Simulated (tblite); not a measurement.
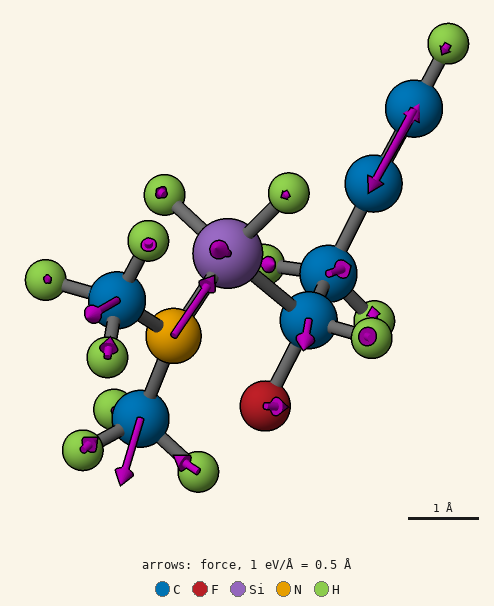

Starting geometry of C$_{6}$H$_{12}$FNSi with the computed forces as purple arrows. The picture is a ball-and-stick view, seen from a free direction.

Computed with GFN2-xTB geometry optimisation, gas phase (tblite 0.8.0). 

### Is this structure relaxed? If not, where do the atoms go?

It isn't relaxed: the largest force vector, on a C atom, is 2.81 eV/Å. The final displacements have little in common with the starting forces (cosine between the two patterns 0.12). After 190 geometry steps the energy has fallen by 14.8 kcal/mol. The largest move after the best rigid fit is that of an H atom, 1.65 Å. Largest moves by element: H 1.65 Å, C 0.96 Å, F 0.89 Å, Si 0.69 Å, N 0.20 Å. Some distances before and after: N–Si 1.762 → 1.715 Å, C–Si 1.875 → 1.918 Å, C–H 1.130 → 1.093 Å, C–C 1.494 → 1.527 Å. Among the angles between lasting bonds that change: Si–N–C 115.6° → 123.0°, Si–C–H 106.5° → 112.7°, C–C–H 115.4° → 109.4°. Groups turn about C–N by about 55°, C–Si by about 40°. The run took 2.2 s on 1 thread of Intel(R) Xeon(R) Processor (shared host).
